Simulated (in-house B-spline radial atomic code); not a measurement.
# Rh¹⁰⁺: density, ELF and screening along the radius

How do the shells of Rh¹⁰⁺ show in real space, and how much do the settings move them?

Method: several methods, spin-polarised, as named in each step; spherical all-electron atom at the radial basis limit. Code: in-house B-spline radial atomic code version 1.

## (1) What is computed

```
element       : rhodium (Z = 45)
charge        : +10
electrons     : 35
configuration : [Ar] 3d10 4s1 4p5 5d1
nucleus       : point (non-relativistic runs) or finite (X2C runs)
```

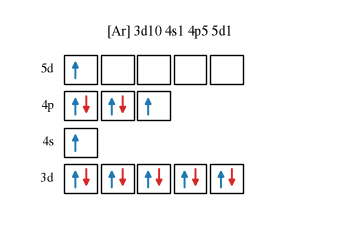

Outer shells as boxes.

Where spins are not typed, each open shell is filled with up spins first.

## (2) r2SCAN, non-rel., [Ar] 3d10 4s1 4p5 5d1

The run's settings:

```ini
Z = 45
electrons = 35.0
configuration = [Ar] 3d10 4s1 4p5 5d1
hamiltonian = nr
method = r2scan
spin_polarised = True
```

Run with:

```bash
> python run_scf.py task.json out
```

One command runs all members of the session, one after another, from task.json.

Main fields of the result record, rounded:

```text
{
  "status": "converged",
  "scf [iteration, energy, orbital gradient]": [
    [1, -4652.31093658, 0.0936],
    [2, -4652.3175465, 0.00193],
    [3, -4652.31755363, 0.000898],
    [4, -4652.31755486, 0.000438],
    [5, -4652.31755524, 2.49e-05],
    [6, -4652.31755524, 1.01e-05],
    [7, -4652.31755524, 5.78e-07],
    [8, -4652.31755524, 6.08e-08]
  ],
  "energy [hartree]": {"total": -4652.31755524, "kinetic": 4650.63018753, "nuclear": -10808.7839614, "coulomb": 1634.66070183, "xc": -128.824483197},
  "orbitals [hartree, bohr; first row names the columns]": [
    ["name", "occ", "eps", "<r>", "<r^2>", "<1/r>", "r_max", "density_at_nucleus", "spin_orbit_zeta"],
    ["1s up", 1.0, -831.66161, 0.033857, 0.001534, 44.474, 0.022401, 28338.0, "-"],
    ["1s down", 1.0, -831.63543, 0.033857, 0.001534, 44.474, 0.022401, 28338.0, "-"],
    ["2s up", 1.0, -125.44528, 0.14713, 0.025448, 10.1, 0.1246, 2916.1, "-"],
    ["2s down", 1.0, -125.42995, 0.14713, 0.025446, 10.1, 0.12461, 2915.6, "-"],
    ["2p up", 3.0, -116.77705, 0.12593, 0.019311, 10.083, 0.097921, "-", 3.3004],
    ["2p down", 3.0, -116.75341, 0.12594, 0.019312, 10.083, 0.097931, "-", 3.2999],
    ["3s up", 1.0, -28.702203, 0.40038, 0.18319, 3.5822, 0.36153, 540.82, "-"],
    ["3s down", 1.0, -28.676604, 0.40026, 0.18295, 3.5809, 0.36174, 540.01, "-"],
    ["3p up", 3.0, -25.247106, 0.39328, 0.1794, 3.49, 0.34848, "-", 0.57079],
    ["3p down", 3.0, -25.215206, 0.39307, 0.17908, 3.4898, 0.34869, "-", 0.57044],
    ["3d up", 5.0, -18.925823, 0.36669, 0.16008, 3.3265, 0.29102, "-", 0.07256],
    ["3d down", 5.0, -18.889503, 0.36621, 0.1595, 3.3286, 0.29106, "-", 0.072644],
    ["4s up", 1.0, -9.688414, 0.92217, 0.9529, 1.4884, 0.86796, 118.72, "-"],
    ["4p up", 3.0, -8.5069357, 0.95885, 1.0361, 1.413, 0.89638, "-", 0.11881],
    ["4p down", 2.0, -8.3129484, 0.96481, 1.0492, 1.4028, 0.89904, "-", 0.11696],
    ["5d up", 1.0, -3.3915729, 2.1072, 4.972, 0.63841, 2.0891, "-", 0.0042078]
  ],
  "sum_r [bohr^k]": {"-1": 240.1952, "1": 15.77728, "2": 14.34088},
  "density_at_nucleus [bohr^-3]": 63707.66,
  "spin_density_at_nucleus [bohr^-3]": 120.3455,
  "mass_velocity [hartree]": -329.8202,
  "darwin [hartree]": 239.8031,
  "radius_at_0.001 [bohr]": 3.237,
  "radius_enclosing_fraction [bohr]": {"0.5": 0.3263, "0.9": 0.998, "0.99": 2.377},
  "slater [hartree]": {
    "F0(4p up,4p up)": 0.93564,
    "F2(4p up,4p up)": 0.4984,
    "F0(4p up,4p down)": 0.93275,
    "F2(4p up,4p down)": 0.4968,
    "F0(4p up,5d up)": 0.53025,
    "F2(4p up,5d up)": 0.1601,
    "G1(4p up,5d up)": 0.053254,
    "G3(4p up,5d up)": 0.04715,
    "F0(4p down,4p down)": 0.92989,
    "F2(4p down,4p down)": 0.49525,
    "F0(4p down,5d up)": 0.52967,
    "F2(4p down,5d up)": 0.16076,
    "F0(5d up,5d up)": 0.42485,
    "F2(5d up,5d up)": 0.22672,
    "F4(5d up,5d up)": 0.15802
  }
}
```

Wall time 0.26 s (1 thread, shared host).

radius_at_0.001 is where the density falls to 0.001 electrons per bohr³. Meta-GGA runs start from a PBE run whose iterations are not counted.

The record's radial tables, every 2nd point:

```
r (bohr)  4πr²n (1/bohr)       ELF  screened charge r·V (e)  reduced gradient s  4πr²(n↑−n↓)
 0.00531           14.00    0.9990                    43.74              0.4258      0.02616
 0.00803           25.10    0.9981                    43.12              0.4602      0.04619
  0.0121           39.66    0.9949                    42.23              0.5145      0.07059
  0.0184           52.85    0.9773                    40.97              0.6011      0.08751
  0.0278           55.48    0.8441                    39.29              0.7058      0.08478
  0.0420           49.09    0.3980                    37.06              0.6597       0.1083
  0.0635           53.89    0.3964                    34.14              0.3269       0.2678
  0.0960           70.00    0.7386                    30.47              0.3460       0.3904
   0.145           59.22    0.5821                    26.30              0.5461       0.1164
   0.219           46.85    0.3316                    21.78              0.2848       0.5340
   0.332           55.14    0.7559                    17.20              0.3343       0.8961
   0.502           27.26    0.5413                    13.90              0.7731      0.05367
   0.759           11.08    0.2984                    11.86              0.4907        2.867
    1.15           5.907    0.7211                    10.64               1.063        1.893
    1.73           1.028   0.01804                    10.21               1.411       0.6389
    2.62          0.4588   0.08474                    10.03               2.124       0.4563
    3.97         0.01722  0.002203                    10.00               12.95      0.01722
    6.00         0.00001   0.00000                    10.00               204.8      0.00001
```

## (3) LDA (VWN5), non-rel., [Ar] 3d10 4s1 4p5 5f1

The run's settings:

```ini
Z = 45
electrons = 35.0
configuration = [Ar] 3d10 4s1 4p5 5f1
hamiltonian = nr
method = lda,vwn
spin_polarised = True
```

From the record:

```text
{
  "status": "converged",
  "iterations": 8,
  "energy [hartree]": {"total": -4646.77742999, "kinetic": 4644.16836497, "nuclear": -10799.6148436, "coulomb": 1632.61254114, "xc": -123.943492484},
  "orbitals [hartree, bohr; first row names the columns]": [
    ["name", "occ", "eps", "<r>"],
    ["1s up", 1.0, -829.03609, 0.033882],
    ["1s down", 1.0, -829.01261, 0.033882],
    ["2s up", 1.0, -124.67901, 0.14735],
    ["2s down", 1.0, -124.66284, 0.14735],
    ["2p up", 3.0, -116.24339, 0.12597],
    ["2p down", 3.0, -116.22454, 0.12597],
    ["3s up", 1.0, -28.368627, 0.40207],
    ["3s down", 1.0, -28.336832, 0.40179],
    ["3p up", 3.0, -25.026018, 0.39425],
    ["3p down", 3.0, -24.993025, 0.3939],
    ["3d up", 5.0, -18.860795, 0.36664],
    ["3d down", 5.0, -18.829098, 0.36611],
    ["4s up", 1.0, -9.6424391, 0.92189],
    ["4p up", 3.0, -8.5068091, 0.95809],
    ["4p down", 2.0, -8.3779888, 0.96035],
    ["5f up", 1.0, -2.6844585, 2.3785]
  ],
  "sum_r [bohr^k]": {"-1": 239.9914, "1": 16.04564, "2": 15.81482}
}
```

Wall time 0.14 s (1 thread, shared host).

The record's radial tables, every 4th point:

```
r (bohr)  4πr²n (1/bohr)        ELF  screened charge r·V (e)  reduced gradient s  4πr²(n↑−n↓)
 0.00548           14.65     0.9990                    43.70              0.4281      0.02746
  0.0127           41.35     0.9941                    42.11              0.5227      0.07335
  0.0292           54.90     0.8043                    39.06              0.7140      0.08288
  0.0675           56.33     0.4504                    33.65              0.3019       0.2876
   0.156           55.04     0.4872                    25.54              0.5513     0.008864
   0.360           52.33     0.7756                    16.44              0.4031       0.6875
   0.833           10.51     0.4708                    11.53              0.4843        3.196
    1.92          0.5475   0.004566                    10.22               1.023       0.4036
    4.44         0.02246  0.0009127                    10.00               10.78      0.02246
```

## (4) Hartree-Fock, non-rel., [Ar] 3d10 4s2 4p4 5d1

The run's settings:

```ini
Z = 45
electrons = 35.0
configuration = [Ar] 3d10 4s2 4p4 5d1
hamiltonian = nr
method = hf
spin_polarised = True
```

From the record:

```text
{
  "status": "converged",
  "iterations": 9,
  "energy [hartree]": {"total": -4651.78588562, "kinetic": 4651.78583717, "nuclear": -10811.9030323, "coulomb": 1634.89095945, "exact_exchange": -126.55964996},
  "orbitals [hartree, bohr; first row names the columns]": [
    ["name", "occ", "eps", "<r>"],
    ["1s up", 1.0, -841.88593, 0.033845],
    ["1s down", 1.0, -841.8448, 0.033844],
    ["2s up", 1.0, -129.37568, 0.14694],
    ["2s down", 1.0, -129.34223, 0.14691],
    ["2p up", 3.0, -120.21364, 0.12595],
    ["2p down", 3.0, -120.15969, 0.12597],
    ["3s up", 1.0, -30.461745, 0.39853],
    ["3s down", 1.0, -30.400301, 0.39838],
    ["3p up", 3.0, -26.768348, 0.39153],
    ["3p down", 3.0, -26.682422, 0.39228],
    ["3d up", 5.0, -20.007109, 0.3661],
    ["3d down", 5.0, -19.957444, 0.36576],
    ["4s up", 1.0, -10.272769, 0.92514],
    ["4s down", 1.0, -9.8203563, 0.92976],
    ["4p up", 3.0, -8.8658489, 0.96391],
    ["4p down", 1.0, -8.6514549, 0.9683],
    ["5d up", 1.0, -3.5067192, 2.1347]
  ],
  "sum_r [bohr^k]": {"-1": 240.2645, "1": 15.77459, "2": 14.41743}
}
```

Wall time 0.34 s (1 thread, shared host).

Fields along the radius, from the same record (one point in 4):

```
r (bohr)  4πr²n (1/bohr)       ELF  screened charge r·V (e)  reduced gradient s  4πr²(n↑−n↓)
 0.00533           14.11    0.9991                    43.73              0.4257    0.0005155
  0.0122           40.04    0.9949                    42.21              0.5157     0.006429
  0.0279           55.44    0.8426                    39.27              0.7083      0.07826
  0.0639           54.00    0.3993                    34.09              0.3219       0.3764
   0.146           58.84    0.5745                    26.22              0.5497      0.05998
   0.335           55.12    0.7630                    17.10              0.3400       0.7850
   0.766           11.09    0.3314                    11.81              0.4800        2.734
    1.75          0.9394   0.01605                    10.21               1.377       0.6414
    4.02         0.01777  0.002335                    10.00               12.71      0.01777
```

## (5) Hartree-Fock, non-rel., [Ar] 3d9 4s2 4p5 5f1

The run's settings:

```ini
Z = 45
electrons = 35.0
configuration = [Ar] 3d9 4s2 4p5 5f1
hamiltonian = nr
method = hf
spin_polarised = True
```

From the record:

```text
{
  "status": "converged",
  "iterations": 10,
  "energy [hartree]": {"total": -4640.17248604, "kinetic": 4640.17248359, "nuclear": -10759.5932816, "coulomb": 1603.04508059, "exact_exchange": -123.796768574},
  "orbitals [hartree, bohr; first row names the columns]": [
    ["name", "occ", "eps", "<r>"],
    ["1s up", 1.0, -843.09416, 0.033846],
    ["1s down", 1.0, -843.07003, 0.033845],
    ["2s up", 1.0, -130.7111, 0.14691],
    ["2s down", 1.0, -130.54868, 0.14679],
    ["2p up", 3.0, -121.54177, 0.12594],
    ["2p down", 3.0, -121.37735, 0.12582],
    ["3s up", 1.0, -31.361696, 0.39528],
    ["3s down", 1.0, -31.126973, 0.3958],
    ["3p up", 3.0, -27.685084, 0.38758],
    ["3p down", 3.0, -27.384232, 0.38913],
    ["3d up", 5.0, -21.00751, 0.36026],
    ["3d down", 4.0, -20.827255, 0.3607],
    ["4s up", 1.0, -10.511263, 0.91103],
    ["4s down", 1.0, -10.256229, 0.91493],
    ["4p up", 3.0, -9.0867971, 0.94729],
    ["4p down", 2.0, -8.9525613, 0.95113],
    ["5f up", 1.0, -2.7666546, 2.4162]
  ],
  "sum_r [bohr^k]": {"-1": 239.1021, "1": 16.46831, "2": 16.57959}
}
```

Wall time 0.4 s (1 thread, shared host).

The record's radial tables, every 4th point:

```
r (bohr)  4πr²n (1/bohr)        ELF  screened charge r·V (e)  reduced gradient s  4πr²(n↑−n↓)
 0.00550           14.80     0.9990                    43.70              0.4277    0.0002860
  0.0127           41.53     0.9942                    42.12              0.5224     0.003829
  0.0294           54.93     0.7973                    39.05              0.7164      0.04866
  0.0681           56.94     0.4616                    33.65              0.2959       0.2849
   0.157           53.67     0.4726                    25.66              0.5695        1.381
   0.364           50.31     0.7794                    16.66              0.4292        2.870
   0.843           11.90     0.6287                    11.58              0.4376        1.813
    1.95          0.4931   0.003561                    10.22              0.8931       0.3548
    4.51         0.02347  0.0009879                    10.00               10.43      0.02347
```

## (6) The runs side by side

| run | total energy (hartree) | highest level (eV) | radius holding 50 / 90 / 99 % (bohr) | radius at n = 0.001 (bohr) | ELF minima on the full grid (bohr) |
| --- | --- | --- | --- | --- | --- |
| r2SCAN, non-rel., [Ar] 3d10 4s1 4p5 5d1 | -4652.3176 | -92.289 | 0.326 / 0.998 / 2.38 | 3.24 | 0.052, 0.22, 0.62, 1.7 |
| LDA (VWN5), non-rel., [Ar] 3d10 4s1 4p5 5f1 | -4646.7774 | -73.048 | 0.327 / 0.995 / 2.73 | 3.57 | 0.055, 0.19, 0.68, 1.9 |
| Hartree-Fock, non-rel., [Ar] 3d10 4s2 4p4 5d1 | -4651.7859 | -95.423 | 0.326 / 0.994 / 2.41 | 3.27 | 0.052, 0.18, 0.62, 1.8 |
| Hartree-Fock, non-rel., [Ar] 3d9 4s2 4p5 5f1 | -4640.1725 | -75.285 | 0.331 / 1.02 / 2.78 | 3.62 | 0.055, 0.19, 0.68, 1.9 |

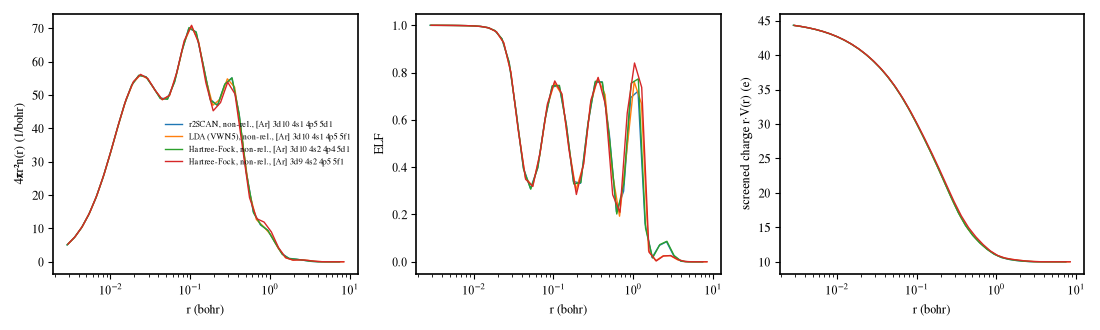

Radial density, ELF and screened nuclear charge of all runs.

In the first run ELF has 4 minima on the grid, which mark the borders between shells. On the record's full grid the screened charge (r times the electrostatic potential) falls from 44.9 near the nucleus to 10.00 at 7.4 bohr; far out it tends to the net charge, 10. The radius that holds 99 % of the electrons runs from 2.38 bohr (r2SCAN, non-rel., [Ar] 3d10 4s1 4p5 5d1) to 2.78 bohr (Hartree-Fock, non-rel., [Ar] 3d9 4s2 4p5 5f1). The grid is coarse (about 23 % a step), so the places of minima are rough.
